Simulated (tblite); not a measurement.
**Run report: C5H15N2PSi, geometry relaxation (part 1 of 4)**

- system: C5H15N2PSi
- method: GFN2-xTB geometry optimisation, gas phase (tblite 0.8.0)

It belongs to a series of runs on one base structure; here: phosphine turned into its imine (P=NH).

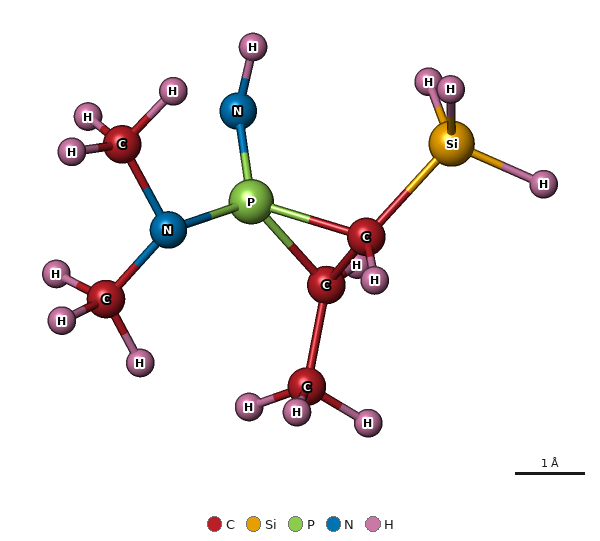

**Figure 1.** The input geometry (ball-and-stick view, seen at a tilt).

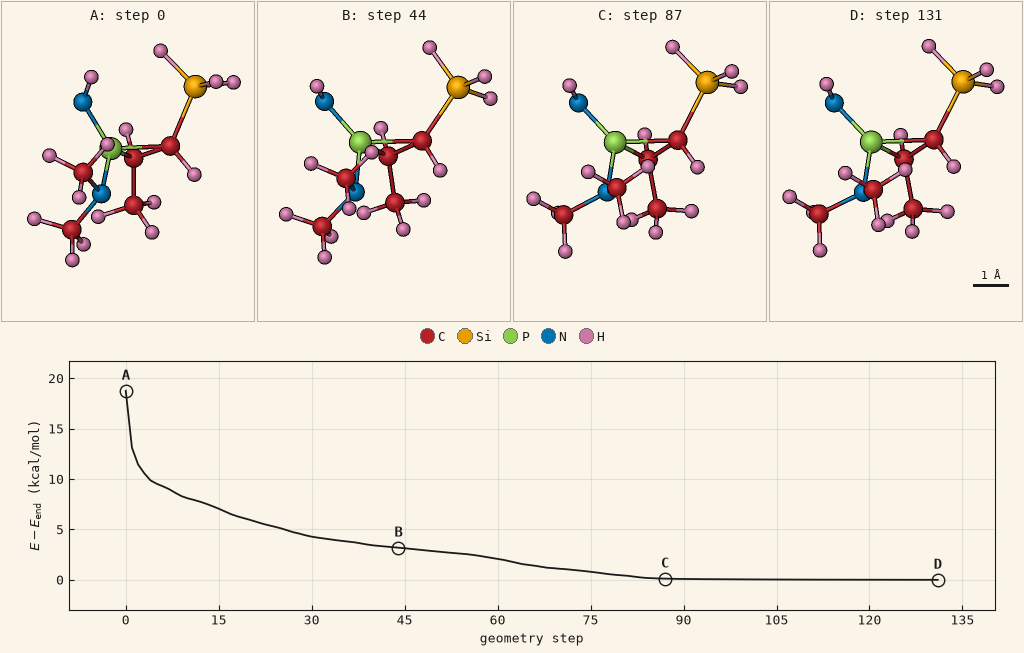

**Figure 2.** Frames of the relaxation (ball-and-stick view, seen at a tilt) above the curves, on which the letters mark them (steps are counted from 0).

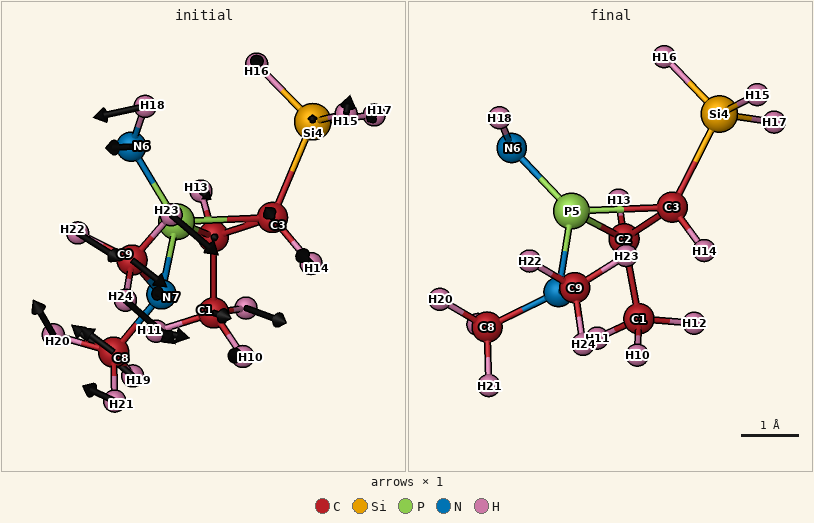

**Figure 3.** Before (left) and after (right) the relaxation, at one scale (ball-and-stick view, seen at a tilt). The black arrows give the displacements, at true length. Over 131 geometry steps the energy falls by 18.8 kcal/mol. The largest force component goes from 2.6 to 0.007 eV/Å. H19 moves most after the best rigid fit: 1.45 Å. By element the largest moves are H 1.45 Å, C 0.81 Å, N 0.69 Å, P 0.30 Å, Si 0.16 Å. Among the contacts that change: C2–C3 1.503 → 1.568 Å, C8–H21 1.135 → 1.092 Å, C9–H23 1.130 → 1.091 Å, C1–H10 1.115 → 1.088 Å. Among the angles that change: C2–P5–N7 122.2° → 105.2°, P5–N7–C9 106.0° → 116.2°, C3–P5–N6 119.4° → 128.9°. (Atoms are counted from 1 in the order of the input.)

The input that produced these results follows, with the program's output.

Input:
```
{"job": {"kind": "relax", "xc": "GFN2-xTB", "basis": "xTB"}, "charge": 0, "multiplicity": 1}
C      1.292400    -2.189100    -0.060500
C      1.347100    -0.725800    -0.429400
C      1.381400     0.318300     0.650600
Si     2.392900     1.862700     0.466500
P     -0.094900     0.318600    -0.417600
N     -0.199100     1.365600    -1.591400
N     -1.543600    -0.119500     0.416500
C     -2.087800    -1.378600     0.019500
C     -2.478900     0.981300     0.205300
H      0.868400    -2.367900     0.955400
H      0.778900    -2.802300    -0.839300
H      2.339600    -2.568000    -0.024600
H      2.042700    -0.530800    -1.269000
H      1.298200    -0.079900     1.669900
H      1.834200     2.864800     1.415600
H      2.298000     2.428900    -0.853600
H      3.777700     1.583100     0.885000
H     -0.260200     2.376000    -1.456300
H     -1.363300    -2.218700     0.094800
H     -2.559500    -1.352800    -0.997800
H     -2.931400    -1.650300     0.729200
H     -2.705500     1.071300    -0.872700
H     -2.020700     1.960900     0.532200
H     -3.418600     0.872000     0.779300
```

The first line tells a small driver script what to run in tblite; the rest is the geometry in Å.

Run as:
```bash
OMP_NUM_THREADS=1 python <driver script> task.json out
```

Output:
```
step      E/eV     max force
  0    -772.23673    2.814
  1    -772.48186    1.458
  2    -772.55455    0.762
  3    -772.59227    0.451
  4    -772.62265    0.279
  5    -772.63725    0.242
  6    -772.64806    0.220
  7    -772.66035    0.254
  8    -772.67610    0.287
  9    -772.69036    0.268
 10    -772.69972    0.185
 11    -772.70657    0.178
 12    -772.71432    0.207
 13    -772.72348    0.215
 14    -772.73353    0.219
 15    -772.74441    0.244
 16    -772.75642    0.254
 17    -772.76803    0.222
 18    -772.77720    0.194
 19    -772.78460    0.201
 20    -772.79218    0.185
 21    -772.80042    0.214
 22    -772.80842    0.181
 23    -772.81538    0.227
 24    -772.82170    0.229
 25    -772.82852    0.214
 26    -772.83675    0.189
 27    -772.84538    0.214
 28    -772.85148    0.218
 29    -772.85886    0.196
 30    -772.86477    0.176
 31    -772.86900    0.167
 32    -772.87244    0.182
 33    -772.87628    0.185
 34    -772.88006    0.159
 35    -772.88323    0.153
 36    -772.88606    0.129
 37    -772.88937    0.137
 38    -772.89413    0.156
 39    -772.89879    0.170
 40    -772.90238    0.150
 41    -772.90499    0.095
 42    -772.90733    0.108
 43    -772.90962    0.102
 44    -772.91203    0.120
 45    -772.91454    0.120
 46    -772.91716    0.141
 47    -772.91989    0.126
 48    -772.92269    0.099
 49    -772.92542    0.110
 50    -772.92815    0.110
 51    -772.93067    0.106
 52    -772.93313    0.102
 53    -772.93529    0.096
 54    -772.93746    0.109
 55    -772.93995    0.139
 56    -772.94318    0.140
 57    -772.94703    0.199
 58    -772.95144    0.214
 59    -772.95585    0.155
 60    -772.96041    0.184
 61    -772.96489    0.160
 62    -772.97091    0.199
 63    -772.97725    0.177
 64    -772.98286    0.200
 65    -772.98617    0.155
 66    -772.98982    0.190
 67    -772.99403    0.186
 68    -772.99843    0.137
 69    -773.00029    0.222
 70    -773.00288    0.133
 71    -773.00466    0.102
 72    -773.00721    0.095
 73    -773.00954    0.149
 74    -773.01268    0.179
 75    -773.01571    0.160
 76    -773.01908    0.116
 77    -773.02287    0.145
 78    -773.02629    0.123
 79    -773.02895    0.127
 80    -773.03098    0.101
 81    -773.03324    0.115
 82    -773.03670    0.135
 83    -773.03995    0.134
 84    -773.04237    0.081
 85    -773.04375    0.064
 86    -773.04467    0.066
 87    -773.04537    0.061
 88    -773.04596    0.061
 89    -773.04642    0.049
 90    -773.04679    0.041
 91    -773.04708    0.031
 92    -773.04731    0.030
 93    -773.04751    0.024
 94    -773.04770    0.029
 95    -773.04790    0.024
 96    -773.04807    0.023
 97    -773.04820    0.023
 98    -773.04831    0.024
 99    -773.04845    0.023
100    -773.04859    0.026
101    -773.04872    0.027
102    -773.04884    0.025
103    -773.04896    0.022
104    -773.04911    0.022
105    -773.04927    0.025
106    -773.04942    0.023
107    -773.04952    0.018
108    -773.04959    0.014
109    -773.04963    0.016
110    -773.04967    0.016
111    -773.04972    0.013
112    -773.04976    0.014
113    -773.04979    0.011
114    -773.04981    0.010
115    -773.04984    0.012
116    -773.04987    0.012
117    -773.04990    0.011
118    -773.04992    0.010
119    -773.04995    0.012
120    -773.04999    0.018
121    -773.05004    0.021
122    -773.05010    0.020
123    -773.05015    0.015
124    -773.05021    0.014
125    -773.05026    0.015
126    -773.05031    0.014
127    -773.05034    0.011
128    -773.05038    0.015
129    -773.05042    0.014
130    -773.05046    0.012
131    -773.05048    0.008
```

Trajectory as extended XYZ (Å, eV, eV/Å), 34 of the 132 frames kept, from step=0 to step=131:
```
24
Properties=species:S:1:pos:R:3:forces:R:3 step=0 energy=-772.23673
C     1.2924   -2.1891   -0.0605    0.7530  -0.8310   0.1980
C     1.3471   -0.7258   -0.4294    0.3990  -1.5370  -1.2440
C     1.3814    0.3183    0.6506   -0.4780   0.2890   1.6410
Si    2.3929    1.8627    0.4665    0.3950   0.5560   0.7690
P    -0.0949    0.3186   -0.4176   -0.1250   2.6270  -1.0010
N    -0.1991    1.3656   -1.5914    0.1060  -0.4360  -0.0990
N    -1.5436   -0.1195    0.4165    0.3090   0.2280   0.3770
C    -2.0878   -1.3786    0.0195   -1.5340  -1.3790   0.2090
C    -2.4789    0.9813    0.2053    0.0050   0.8550   0.1700
H     0.8684   -2.3679    0.9554    0.0500   0.1950  -0.8740
H     0.7789   -2.8023   -0.8393    0.2110   0.5080   0.6900
H     2.3396   -2.5680   -0.0246   -0.5430   0.1270   0.0560
H     2.0427   -0.5308   -1.2690   -0.5540  -0.1190   0.2510
H     1.2982   -0.0799    1.6699   -0.0180   0.1000  -0.3130
H     1.8342    2.8648    1.4156    0.0980  -0.2450  -0.1750
H     2.2980    2.4289   -0.8536    0.1290   0.0490  -0.3690
H     3.7777    1.5831    0.8850   -0.0910   0.0010  -0.1650
H    -0.2602    2.3760   -1.4563   -0.1150  -0.6960   0.3670
H    -1.3633   -2.2187    0.0948   -0.3120   0.7830  -0.2030
H    -2.5595   -1.3528   -0.9978    0.4760  -0.1270   0.4660
H    -2.9314   -1.6503    0.7292    0.7060   0.3080  -0.5520
H    -2.7055    1.0713   -0.8727   -0.1470   0.0970   0.2920
H    -2.0207    1.9609    0.5322   -0.2530  -1.0420  -0.2470
H    -3.4186    0.8720    0.7793    0.5360  -0.3110  -0.2440
24
Properties=species:S:1:pos:R:3:forces:R:3 step=4 energy=-772.62265
C     1.3210   -2.2098   -0.0600    0.0490   0.1670  -0.0300
C     1.3226   -0.7539   -0.4513   -0.0040   0.2490   0.0540
C     1.3589    0.3318    0.6811    0.1940   0.0060   0.1050
Si    2.4095    1.8841    0.4954    0.0150  -0.0800  -0.0640
P    -0.0747    0.4054   -0.4188   -0.2240  -0.0610  -0.1550
N    -0.1945    1.3599   -1.6486    0.0640   0.0380  -0.0320
N    -1.5362   -0.1173    0.4150    0.1960   0.1270  -0.1520
C    -2.1222   -1.3930    0.0264    0.0280   0.1020   0.0550
C    -2.4742    0.9835    0.2047    0.0490  -0.0080   0.0370
H     0.8632   -2.3580    0.9117   -0.1070  -0.0130   0.0950
H     0.7850   -2.7895   -0.8042   -0.0340  -0.1710  -0.0650
H     2.3429   -2.5788   -0.0165    0.0940  -0.0300   0.0470
H     2.0154   -0.5385   -1.2690   -0.2460  -0.0110   0.0210
H     1.2846   -0.0856    1.6795   -0.1970   0.0520  -0.0560
H     1.8360    2.8617    1.4160   -0.0240   0.1040   0.1130
H     2.3130    2.4243   -0.8630    0.1390  -0.0900   0.0940
H     3.7840    1.5817    0.8747    0.1300  -0.0230  -0.0390
H    -0.2727    2.3481   -1.4321   -0.1100  -0.1730  -0.0190
H    -1.3769   -2.1789    0.0813    0.1020  -0.0050  -0.0080
H    -2.5383   -1.3662   -0.9835   -0.0450  -0.0390  -0.1250
H    -2.9248   -1.6412    0.7247   -0.0180   0.0940   0.0270
H    -2.7212    1.0836   -0.8567   -0.1330   0.0640  -0.0800
H    -2.0204    1.9217    0.5291    0.0900  -0.0600   0.0760
H    -3.3916    0.8449    0.7717   -0.0070  -0.2400   0.0980
24
Properties=species:S:1:pos:R:3:forces:R:3 step=8 energy=-772.67610
C     1.3254   -2.1981   -0.0597   -0.1000  -0.1620   0.0870
C     1.3088   -0.7361   -0.4372    0.0270  -0.2820  -0.0470
C     1.3651    0.3426    0.6888   -0.2520   0.0420  -0.1250
Si    2.4245    1.8827    0.5107    0.0700   0.0530   0.1420
P    -0.0789    0.4154   -0.4386    0.2070  -0.0390   0.0090
N    -0.1777    1.3532   -1.6834    0.0670  -0.0800   0.0000
N    -1.5162   -0.1041    0.3817   -0.2100  -0.1180  -0.0130
C    -2.1159   -1.3809    0.0228    0.0770  -0.0420  -0.1250
C    -2.4728    0.9808    0.2047   -0.0370  -0.0430   0.0110
H     0.8466   -2.3541    0.9065    0.0420   0.0060   0.0240
H     0.7932   -2.8078   -0.7967    0.1170   0.1210   0.0140
H     2.3520   -2.5771   -0.0032   -0.1420   0.1690   0.0390
H     1.9610   -0.5330   -1.2785    0.0760   0.1180  -0.1270
H     1.2330   -0.0775    1.6784   -0.1100   0.0640  -0.0030
H     1.8388    2.8746    1.4328    0.1120  -0.0830  -0.0600
H     2.3508    2.4036   -0.8508    0.0730  -0.0200   0.0000
H     3.8123    1.5773    0.8612    0.0080  -0.0030   0.0050
H    -0.3076    2.3220   -1.4306   -0.1310   0.1250  -0.1050
H    -1.3642   -2.1630    0.0775   -0.0010  -0.0300   0.0410
H    -2.5374   -1.3775   -0.9922    0.0020   0.0100   0.0510
H    -2.9215   -1.6114    0.7293    0.1270   0.0900  -0.0410
H    -2.7542    1.1027   -0.8539   -0.0190   0.0440   0.1430
H    -2.0032    1.9028    0.5487   -0.1050   0.0590   0.0590
H    -3.3737    0.7825    0.7893    0.1020   0.0000   0.0220
24
Properties=species:S:1:pos:R:3:forces:R:3 step=12 energy=-772.71432
C     1.3148   -2.2036   -0.0460    0.0690   0.1290  -0.0360
C     1.3045   -0.7492   -0.4410   -0.0660   0.1910  -0.0460
C     1.3400    0.3551    0.6791    0.0970  -0.0220   0.0300
Si    2.4451    1.8775    0.5349   -0.0220  -0.1380  -0.1080
P    -0.0711    0.4092   -0.4616   -0.1550   0.0690  -0.0900
N    -0.1495    1.3488   -1.7041    0.0240   0.1140  -0.0780
N    -1.5132   -0.1044    0.3511    0.1650   0.0460   0.0080
C    -2.1011   -1.3809    0.0028   -0.0400  -0.0140   0.0440
C    -2.4744    0.9752    0.2134    0.0200   0.0110   0.0780
H     0.8357   -2.3534    0.9187   -0.0300  -0.0090  -0.0010
H     0.8144   -2.8102   -0.7980   -0.0370  -0.0460  -0.0130
H     2.3438   -2.5490    0.0197    0.1000  -0.0390   0.0950
H     1.9323   -0.5132   -1.3000    0.0970  -0.1030   0.1060
H     1.1678   -0.0538    1.6693   -0.0380   0.0380  -0.0510
H     1.8634    2.8736    1.4409    0.0760  -0.0030   0.0390
H     2.3966    2.3823   -0.8355    0.0300   0.0080   0.0160
H     3.8383    1.5707    0.8562   -0.0070  -0.0570   0.0860
H    -0.3622    2.3098   -1.4592   -0.0740  -0.0670  -0.1240
H    -1.3512   -2.1617    0.0813   -0.0170  -0.0350  -0.0450
H    -2.5394   -1.3869   -1.0009    0.0270  -0.0510  -0.0690
H    -2.8965   -1.5759    0.7252   -0.0340  -0.1070   0.0070
H    -2.7859    1.1270   -0.8290   -0.0170   0.0140   0.0250
H    -2.0143    1.8963    0.5767   -0.0840  -0.0010   0.0440
H    -3.3496    0.7364    0.8135   -0.0860   0.0700   0.0820
24
Properties=species:S:1:pos:R:3:forces:R:3 step=16 energy=-772.75642
C     1.3166   -2.1849   -0.0364   -0.0260  -0.0440   0.0010
C     1.2818   -0.7331   -0.4593    0.1590  -0.0970   0.1730
C     1.3126    0.3674    0.6591   -0.0430   0.0700  -0.0340
Si    2.4702    1.8397    0.5413    0.0800   0.1400   0.0380
P    -0.0817    0.4337   -0.5131    0.1330  -0.0440  -0.0090
N    -0.1079    1.3689   -1.7619   -0.1000   0.0060  -0.0490
N    -1.4920   -0.1021    0.3204   -0.2450   0.0540  -0.0100
C    -2.0882   -1.3841   -0.0159    0.0110   0.0010   0.0020
C    -2.4785    0.9649    0.2497   -0.1310   0.0990   0.0160
H     0.8183   -2.3499    0.9221   -0.0150   0.1200  -0.1450
H     0.8403   -2.8127   -0.7940    0.1060   0.0030   0.0860
H     2.3542   -2.5153    0.0792   -0.1210   0.0930  -0.0590
H     1.9454   -0.5178   -1.2964    0.0370  -0.0220   0.0840
H     1.0770   -0.0142    1.6463    0.0380  -0.0550  -0.0430
H     1.9298    2.8586    1.4549    0.0550  -0.0610  -0.0080
H     2.4623    2.3616   -0.8180   -0.0030   0.0250  -0.0900
H     3.8617    1.5389    0.8837   -0.0490  -0.1430   0.0750
H    -0.4611    2.2921   -1.5432   -0.0590   0.0280  -0.1270
H    -1.3452   -2.1717    0.0703    0.0320   0.0220  -0.0480
H    -2.5277   -1.4140   -1.0233    0.0380   0.0310   0.0920
H    -2.8741   -1.5712    0.7198   -0.0460  -0.0700  -0.0630
H    -2.8266    1.1589   -0.7748   -0.0190  -0.0920   0.0010
H    -2.0593    1.8951    0.6299    0.1920   0.0180   0.0880
H    -3.3397    0.7110    0.8672   -0.0230  -0.0820   0.0290
```
